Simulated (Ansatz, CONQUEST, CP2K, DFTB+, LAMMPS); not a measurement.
**Other levels on K+ triflate in ethylene carbonate and vinylene carbonate and ethyl methyl carbonate at 300 K (117 atoms)**

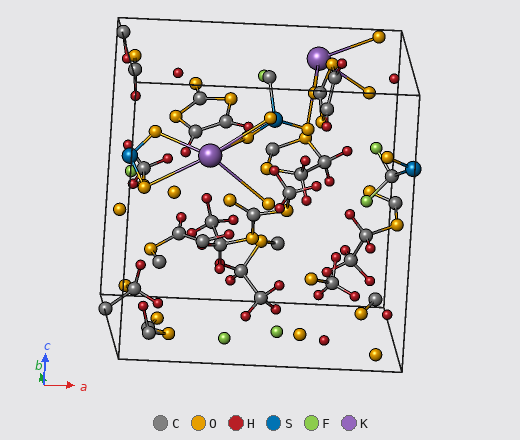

The cell (carbon grey, oxygen orange, hydrogen red, sulfur blue, fluorine green, potassium purple). Bonds to atoms that aren't drawn are left out. Some periodic images of atoms are drawn too.

Density of this cell: 1.37 g/cm³. The cell holds 117 atoms: 32 C, 33 O, 42 H, 2 S, 6 F and 2 K. Its edges and angles: a = 11.378 Å, b = 11.378 Å, c = 11.378 Å, α = 90.0°, β = 90.0°, γ = 90.0°. 3 ethylene carbonate, 3 vinylene carbonate, 3 ethyl methyl carbonate, 2 K+, 2 triflate placed at random, at 1.36 g/cm³; overlaps pushed apart, then 10 ps at 550 K with Joung-Cheatham ions (J. Phys. Chem. B 112, 9020 (2008)); MMFF94 bonds, angles, torsions, charges and radii (Halgren, J. Comput. Chem. 17, 490 (1996)) in harmonic and 12-6 forms; charges of ions scaled by 0.8. Snapshot after 30 ps at 300 K and fixed volume.

Geometry: as built.

The reference, a calculation:

| Item | Value |
| --- | --- |
| method | Kohn-Sham DFT, PBE, PAW, plane waves (Ansatz 0.2.0); cutoff 420 eV, Γ point, fermi-dirac smearing of 0.05 eV; PAW set soft_2 |
| r.m.s. force component | 1.235 eV/Å |
| longest force | 6.466 eV/Å |
| pressure | 2.536 GPa |
| gap (highest filled to lowest empty level) | 3.824 eV |
| SCF cycles | 11 |
| time | 31 s on 4 threads of Intel Xeon Platinum 8259CL at 2.50GHz (Skylake/Cascade Lake), shared host |
| CPU time | 73 s |

Q: Estimate the differences from the reference, the CPU time and the memory of each run.
- CP2K PBE, DZVP-MOLOPT-SR, 600/50 Ry, OT DIIS (CP2K 2026.2; 4 MPI ranks)
- CP2K PBE, DZVP-MOLOPT-SR, 600/50 Ry, SIGN filter 1e-04, SCF 1e-05 (CP2K 2026.2; 4 MPI ranks)
- DFTB+ DFTB 3ob-3-1 (DFTB+ 25.1; 1 thread)
- DFTB+ GFN2-xTB (DFTB+ 25.1; 1 thread)
- CONQUEST PBE, grid 120 Ha (CONQUEST 1.3; 4 MPI ranks)

Differences are against the plane-wave reference, forces as r.m.s. over components; share is that over the reference's r.m.s. force, slope the least-squares factor from reference forces to these. Total energies of different programs have different zeros and aren't compared.

| run | Δ force, r.m.s. (meV/Å) | share (%) | slope | Δ pressure (GPa) | Δ gap (eV) | cores | CPU time | memory (GiB) |
| --- | --- | --- | --- | --- | --- | --- | --- | --- |
| reference | - | - | - | - | - | 4 | 73 s | 1.8 |
| CP2K PBE, DZVP-MOLOPT-SR, 600/50 Ry, OT DIIS | 170 | 13.8 | 1.020 | 0.902 | 0.0316 | 4 | 23 min | 3.7 |
| CP2K PBE, DZVP-MOLOPT-SR, 600/50 Ry, SIGN filter 1e-04, SCF 1e-05 (coarse) | 581 | 47.0 | 1.150 | 1.20 | - | 4 | 19 min | 3.6 |
| DFTB+ DFTB 3ob-3-1 | 502 | 40.7 | 0.952 | 0.408 | 1.02 | 1 | 4.7 s | 0.18 |
| DFTB+ GFN2-xTB | 455 | 36.8 | 0.943 | -3.96 | -0.0241 | 1 | 20 s | 0.34 |
| CONQUEST PBE, grid 120 Ha | 320 | 25.9 | 1.004 | 1.98 | -0.0304 | 4 | 23 min | 9.4 |

Rows marked coarse were listed beforehand as settings not expected to be converged; some can still land near the reference.

CPU time is summed over cores on a shared host, where runs went side by side, so it is rough. Symmetry, cutoffs, thresholds, outputs and thread counts weren't matched or tuned between programs; memory under MPI is the largest rank's times the ranks.

The PBE runs in local orbitals, coarse settings apart, differ by 14 % (CP2K PBE, DZVP-MOLOPT-SR, 600/50 Ry, OT DIIS) to 26 % (CONQUEST PBE, grid 120 Ha); basis, grid and potentials can all enter. Tight binding differs by 37 % (DFTB+ GFN2-xTB) to 41 % (DFTB+ DFTB 3ob-3-1); it is another model, with fitted parameters of its own, and the xTB methods hold dispersion. Runs with settings chosen to be coarse differ by 47 % (CP2K PBE, DZVP-MOLOPT-SR, 600/50 Ry, SIGN filter 1e-04, SCF 1e-05), their programs' other errors included. Of the electronic-structure runs that take under half the reference's CPU time, DFTB+ GFN2-xTB comes nearest, at 37 % in 20 s against 73 s; its pressure misses by -4.0 GPa. Periodic xTB results under one method name differ between programs and library versions (DFTB+ here holds tblite 0.3). The network of contacts between molecules at the start is that of the classical potential that made the cell, and needn't be the one that DFT or experiment would give. The electronic-structure runs sample only Γ, in a cell whose shortest periodic width is 11 Å.

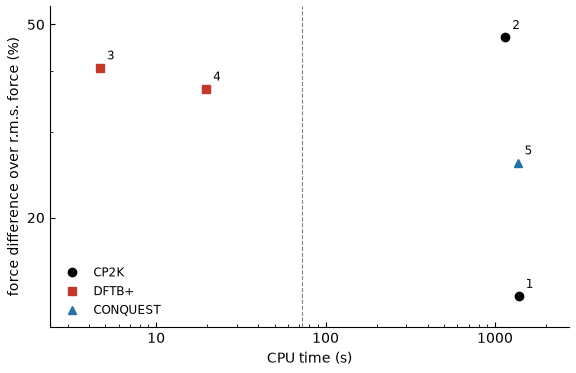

Force difference against CPU time; the dashed line marks the reference's time. Points: 1 CP2K PBE, DZVP-MOLOPT-SR, 600/50 Ry, OT DIIS; 2 CP2K PBE, DZVP-MOLOPT-SR, 600/50 Ry, SIGN filter 1e-04, SCF 1e-05; 3 DFTB+ DFTB 3ob-3-1; 4 DFTB+ GFN2-xTB; 5 CONQUEST PBE, grid 120 Ha.

[Hosts, paths, dates, database ids (printed as entryN), source tags and the programs' standing remarks are cut or masked in the printed files.]

[The MMFF94 radii named for the starting cell were scaled by 0.96; in molecules described by MMFF94, hydrogen bound to N, O or S took a small fixed 12-6 site in their place.]
